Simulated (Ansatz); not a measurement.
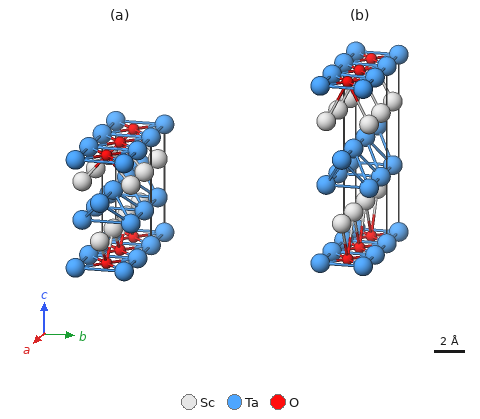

The structure of crystalline Sc$_{2}$Ta$_{3}$O (a generated structure, set up in P-4m2) (coarse preliminary run) before (left) and after (right) a relaxation, at one scale.

The picture is a ball-and-stick view of the cell of the calculation, repeated 3 × 1 × 1 with one cell outlined, seen slightly off an axis.

Method: Ansatz, DFT PBE, scalar-relativistic, plane waves, PAW. (plane-wave cutoff 420 eV; k-point mesh 6 × 6 × 2; occupations gaussian; smearing width 0.1 eV; no spin polarisation; cell and atoms relaxed; force threshold 0.04 eV/Å; at most 70 steps)

Q: Describe what moved and what it gained.

A: The largest moves relative to the cell, 0.35 Å, are those of Sc atoms. Largest moves by element: Sc 0.35 Å, Ta 0.31 Å. O stays in place. The drawn cell changes as follows: a = b 3.385 → 2.981 Å (−11.9 %), c 7.519 → 12.346 Å (+64.2 %); the volume changes by +27.4 %. Near-neighbour distances that change, for instance: Ta–Ta 3.344 → 5.265 Å, Sc–Ta 2.679 → 4.431 Å, Sc–Ta 2.586 → 3.231 Å, O–Sc 2.586 → 3.231 Å. The space group stays P-4m2 (No. 115). The energy falls by 6.129 eV per cell of the calculation in 20 accepted moves (23 points after the start). Largest force component: 2.2 eV/Å at the start, 0.0024 eV/Å at the end. Pressure: 29.24 GPa at the start and 0.00 GPa at the end. The SCF was repeated 3 times at an unchanged geometry on a basis and grid sized afresh for the cell, which shifted the energy by 0.538 eV per cell of the calculation at most. The run took 3.8 min on 1 thread of Intel(R) Xeon(R) Processor @ 2.70GHz, with other jobs on the host, peak memory 0.42 GiB.

Limits of the set-up: the k-point mesh is coarse for a cell with partly filled bands.
